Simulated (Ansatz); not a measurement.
# GaH₄+ (singlet): trial inputs and their diagnosis at scale of all distances = 1.309

3 inputs are run for GaH₄+ (singlet) as typed; the log has to tell whether the result can be used and what must change.

Computed with Ansatz 0.2.0, Gaussian basis. Level: the settings change from run to run.

13 further runs of the same task are left out: 6 for a known fault of the program, 7 that didn't finish.

## 1. The system

The geometry derives from a PBE0/def2-TZVP stationary point (not a proven minimum). All distances are scaled together. No spin-orbit coupling is included. The filled d shell of Ga may be among the frozen orbitals whatever the setting's name suggests; the logs give the count.

5 atoms, charge 1, spin multiplicity 1.

Atoms are counted from 1 here; the program's logs count them from 0.

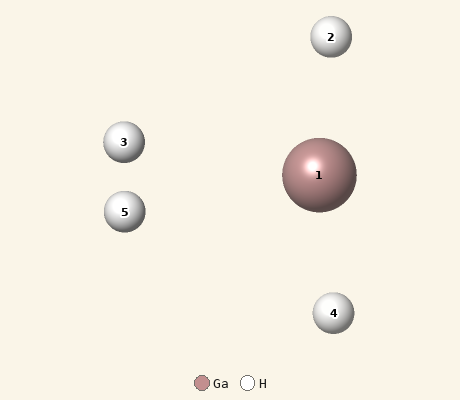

The structure; gallium pink, hydrogen white; atoms are numbered from 1 in the order of the file.

As a file:

```xyz
5
charge 1, multiplicity 1
Ga    0.0000    0.0000   -0.0722
H     0.0000    1.9906   -0.2591
H     0.0000    0.5007    2.7579
H     0.0000   -1.9906   -0.2591
H     0.0000   -0.5007    2.7579
```

## 2. Input 1

The input, in.yaml:

```yaml
crystal:
  periodic: [false, false, false]
  atoms:
    - {symbol: Ga, position_ang: [0.000000, 0.000000, -0.072248]}
    - {symbol: H, position_ang: [0.000000, 1.990561, -0.259070]}
    - {symbol: H, position_ang: [0.000000, 0.500721, 2.757919]}
    - {symbol: H, position_ang: [0.000000, -1.990561, -0.259070]}
    - {symbol: H, position_ang: [0.000000, -0.500721, 2.757919]}
basis:
  gaussian: {orbitals: def2-SVPD, fitting: {mean_field: def2-universal-jkfit}}
total_charge: 1
magnetization: {spin_polarized: false}
hamiltonian: {pseudopotentials: {relativity: none}}
correlation: {method: full_ci, electrons: outside_noble_gas, diis_vectors: 2}
```

Command:

```sh
ansatz run in.yaml --threads 1 --pin off --events-out ev --progress --plain --max-ram 2393MiB
```

Output:

```text
Error: YAML parse error: error: line 14 column 23: unknown variant `full_ci`, expected one of mp2, rpa, ccsd, ccsd_t, bccd, bccd_t, ccsdt, ccsdt_q, ccsdt_q_b, ccsdtq, fci, sc_nevpt2, fic_nevpt4_sd, fic_mrcisd_q, fic_mrcisd_q_relaxed
  --> <input>:14:23
   |
12 | magnetization: {spin_polarized: false}
13 | hamiltonian: {pseudopotentials: {relativity: none}}
14 | correlation: {method: full_ci, electrons: outside_noble_gas, diis_vectors: 2}
   |                       ^ unknown variant `full_ci`, expected one of mp2, rpa, ccsd, ccsd_t, bccd, bccd_t, ccsdt, ccsdt_q, ccsdt_q_b, ccsdtq, fci, sc_nevpt2, fic_nevpt4_sd, fic_mrcisd_q, fic_mrcisd_q_relaxed
```

It took 0.03 s on 1 thread of Arm Neoverse V2, shared host.

What is wrong: The run was refused. The method's name isn't one that the program knows. Cure: name one from the list in the message.

## 3. Input 2

The input, in.yaml:

```yaml
crystal:
  periodic: [false, false, false]
  atoms:
    - {symbol: Ga, position_ang: [0.000000, 0.000000, -0.072248]}
    - {symbol: H, position_ang: [0.000000, 1.990561, -0.259070]}
    - {symbol: H, position_ang: [0.000000, 0.500721, 2.757919]}
    - {symbol: H, position_ang: [0.000000, -1.990561, -0.259070]}
    - {symbol: H, position_ang: [0.000000, -0.500721, 2.757919]}
basis:
  gaussian: {orbitals: cc-pVDZ, fitting: {mean_field: def2-universal-jkfit}}
total_charge: 1
magnetization: {spin_polarized: false}
correlation: {method: mp2, frozen_orbitals: {Ga: 20}}
accuracy: high
scf: {lower_state_search: off}
output: {forces: true}
```

Launched as before.

Output:

```text
Functional definition: HF
  name "HF"
  cite "Fock, Z. Phys. 61, 126 (1930) doi:10.1007/BF01340294"
  parent pbe
  exchange = exact_x
  correlation = 0
these checks for a lower state are left out or cut short: starts, cluster_reference, orbital_swaps, neighbouring_geometries, increment
Error: "frozen_orbitals" has no count for H
```

Run time: 0.03 s. Hardware: 1 thread of Arm Neoverse V2, shared host.

**Diagnosis.** The run was refused. The frozen-orbital counts are incomplete or too large. Fix: leave frozen_orbitals out, or give each element a count that its core has.

## 4. Input 3

The input, in.yaml:

```yaml
crystal:
  periodic: [false, false, false]
  atoms:
    - {symbol: Ga, position_ang: [0.000000, 0.000000, -0.038234]}
    - {symbol: H, position_ang: [0.000000, 1.053405, -0.137100]}
    - {symbol: H, position_ang: [0.000000, 0.264982, 1.459491]}
    - {symbol: H, position_ang: [0.000000, -1.053405, -0.137100]}
    - {symbol: H, position_ang: [0.000000, -0.264982, 1.459491]}
basis:
  gaussian: {orbitals: cc-pVDZ}
total_charge: 1
magnetization: {spin_polarized: true, initial_magnetization: 0}
correlation: {method: ccsdt_q, electrons: outside_noble_gas}
scf: {lower_state_search: full}
output: {forces: true}
```

Launched as before.

Output (excerpt; [...] marks lines left out):

```text
Functional definition: HF
  name "HF"
  cite "Fock, Z. Phys. 61, 126 (1930) doi:10.1007/BF01340294"
  parent pbe
[...]
914 factors; integrals over basis functions are off by at most 2.3e-7 eV
[...]
mean field -52376.33976357 eV, -1924.7949843529 hartree, gradient 9.5e-7 eV, S^2 0.000000; 0 other end points of the search recorded, 0 dependent functions left out
14 core orbitals not correlated: weight in the atoms' cores, before any rotation towards them, 0.979 or more for the frozen orbitals, at most 0.017 for the correlated occupied ones
reference -52376.33976357 eV, -1924.7949843529 hartree; 3, 3 occupied and 30, 30 virtual orbitals, 914 factors
second order -2.08290712 eV of doubles, -0.00000000 eV of singles
cycle   1  -2.51886138 eV  change   -4.4e-1 eV  update   4.1e-2
[...]
cycle  10  -2.68455691 eV  change   -1.9e-8 eV  update   3.1e-7
perturbative correction -0.00028854 eV, -0.0000106036 hartree
[...]
Total energy: -52379.02460902 eV, -1924.8936506035 hartree
Atom 0 at     0.000000     0.000000    -0.038234 Å, force     0.000000    -0.000000    -1.519486 eV/Å
Atom 1 at     0.000000     1.053405    -0.137100 Å, force     0.000000    25.324254    -2.990409 eV/Å
Atom 2 at     0.000000     0.264982     1.459491 Å, force     0.000000    18.834403     3.750152 eV/Å
Atom 3 at     0.000000    -1.053405    -0.137100 Å, force    -0.000000   -25.324254    -2.990409 eV/Å
Atom 4 at     0.000000    -0.264982     1.459491 Å, force    -0.000000   -18.834403     3.750152 eV/Å
Dipole moment:     0.000000    -0.000000     0.329245 e Å
```

Wall time 20 s (1 thread of Arm Neoverse V2, shared host); peak memory 0.57 GiB.

Diagnosis: The run converged, which proves nothing about the input. The coordinates are scaled by the bohr-ångström factor. The shortest distance is 0.53 Å, against 1.00 Å in the geometry of step 1. Its energy belongs to another geometry. Fix: restore the coordinates in ångström.

## 5. How the runs ended

| input | level | ended | cause | time |
| --- | --- | --- | --- | --- |
| 1 | 'full_ci'/def2-SVPD | refused | the method's name isn't one that the program knows | 0.03 s |
| 2 | MP2 on RHF/cc-pVDZ | refused | the frozen-orbital counts are incomplete or too large | 0.03 s |
| 3 | CCSDT(Q) on UHF/cc-pVDZ | converged | the coordinates are scaled by the bohr-ångström factor | 20 s |

2 refused, 1 converged. The input that converges on a wrong geometry or spin is the dangerous one: no error points at it, so geometry and ⟨S²⟩ have to be checked.
